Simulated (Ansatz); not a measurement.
Consider ZnS in the wurtzite structure (space group P6_3mc, No. 186; a = 3.845 Å, c = 6.306 Å). Axes: x lies along a and z along c of the hexagonal cell.

It is then changed as follows: the cell is compressed by 0.82 % along z with no lateral relaxation; the atoms relax in the strained cell.

Calculations: PBE (Ansatz, a program for electronic structure, PAW, no SOC).

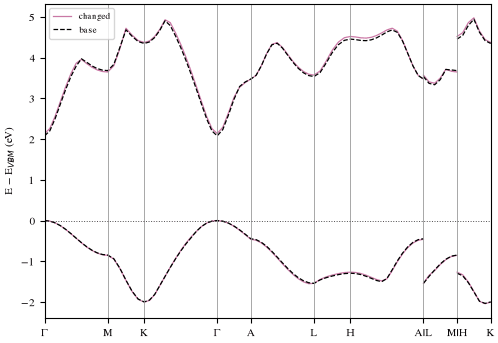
*Highest valence and lowest conduction band along the path, each from its own valence-band maximum*

The gap is 2.14 eV, direct at Γ; the base has 2.08 eV.

No phonon test of stability was made.
